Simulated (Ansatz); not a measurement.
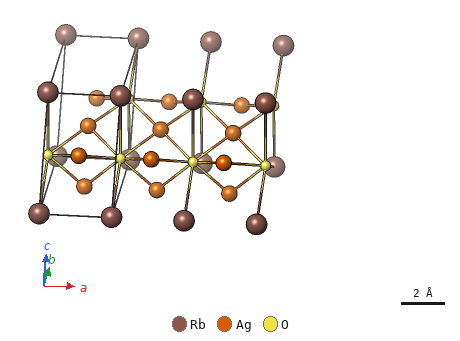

A crystal of RbAg3O2 (built on the ScCo3B2-191 type type), before the relaxation. A ball-and-stick model of the cell of the calculation, reduced to other axes, repeated 3 × 1 × 1 with one cell outlined, seen from a free direction. Lengths and directions refer to the drawn axes.

Case: shaken.

The calculation used Ansatz 0.2.0, DFT, PBEsol, plane waves, PAW.

Input file:
```yaml
crystal:
  lattice:
    - [5.7064496583, 0.0075132583, 0.116920337]
    - [-2.8467181519, 5.0179186874, -0.0682525872]
    - [0.0699654583, -0.0067663268, 3.4587906245]
  atoms:
    - { symbol: Rb, position: [-0.0074655175, 1.53887e-05, 0.0017691808] }
    - { symbol: Ag, position: [0.5064654875, 0.0083650837, 0.4973785493] }
    - { symbol: Ag, position: [0.0037408329, 0.4965791534, 0.5124794944] }
    - { symbol: Ag, position: [0.5023956793, 0.5049687735, 0.5082499786] }
    - { symbol: O, position: [0.3295410172, 0.6628548861, 0.0117954232] }
    - { symbol: O, position: [0.6733029799, 0.3318424393, -0.0028808765] }
kpoints:
  mp_grid: { grid: [6, 6, 6] }
hamiltonian:
  xc: pbesol
scf:
  occupations: { method: fermi_dirac, width: 0.05 }
relax:
  f_tol: 0.01
  cell: {}
  max_steps: 120
```

Run as
```bash
ansatz run input.yaml --threads 2 --pin off --max-ram 2211MiB --backend cpu --events-out ev --progress --plain --runs-dir out
```

> Where does the relaxation end?

After 36 accepted moves (46 points after the start) the energy has fallen by 220 meV per atom. Largest force component: 0.24 eV/Å at the start, 0.0026 eV/Å at the end. Pressure: 0.29 GPa at the start and 0.01 GPa at the end. The line search rejected the trial steps at points 5, 36 of the run. The SCF was repeated 8 times at an unchanged geometry on a basis and grid sized afresh for the cell, which shifted the energy by 16.9 meV per atom at most. The largest moves relative to the cell, 1.55 Å, are those of O5 and O6. O5 goes roughly along [−3 −1 1]. Largest moves by element: O 1.55 Å, Ag 0.06 Å, Rb 0.05 Å. The drawn cell changes as follows: a 3.460 → 5.456 Å (+57.7 %), b 5.708 → 5.571 Å (−2.4 %), c 5.770 → 5.974 Å (+3.5 %), α 60.5° → 57.6°, β 88.7° → 90.0°, γ 87.7° → 81.3°; the volume changes by +52.2 %. Near-neighbour distances that change, for instance: Ag3–O5 2.406 → 4.919 Å, Ag3–O6 2.463 → 4.919 Å, Ag4–O5 2.347 → 4.415 Å, Ag2–O6 2.378 → 4.417 Å. Bonds break, among them: Ag2–O5 (2.49 → 4.42 Å), Ag2–O6 (2.38 → 4.42 Å), Ag3–O5 (2.41 → 4.92 Å), Ag3–O6 (2.46 → 4.92 Å). Among the angles between lasting bonds that change: Rb1–O5–Ag3 132.7° → 173.7°, Rb1–O6–Ag3 133.7° → 173.8°, Rb1–O5–Ag2 66.7° → 90.5°. The space group (tolerance 0.01 Å) goes from P1 (No. 1) to C2/m (No. 12). The run took 24 min on 2 threads of Arm Neoverse V2 (shared host), peak memory 0.79 GiB.

Final geometry:

```xyz
6
Lattice="5.5376 -0.2462 0.5553 -2.9921 5.1705 -0.0143 0.2930 0.1817 5.4448" Properties=species:S:1:pos:R:3 pbc="T T T"
Rb    0.0059    0.0062    0.0288
Ag    2.9217   -0.0282    3.0267
Ag   -1.3429    2.6804    2.7417
Ag    1.4257    2.5572    3.0193
O     0.2191    3.5808    1.7224
O     2.6326    1.5338    4.3163
```

The end point in the same view:

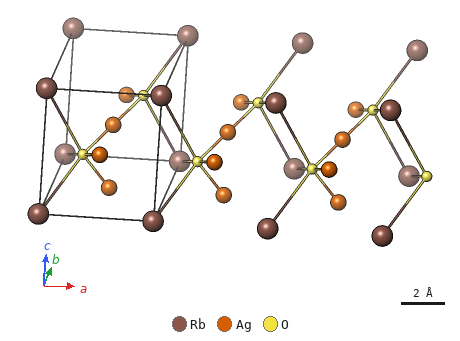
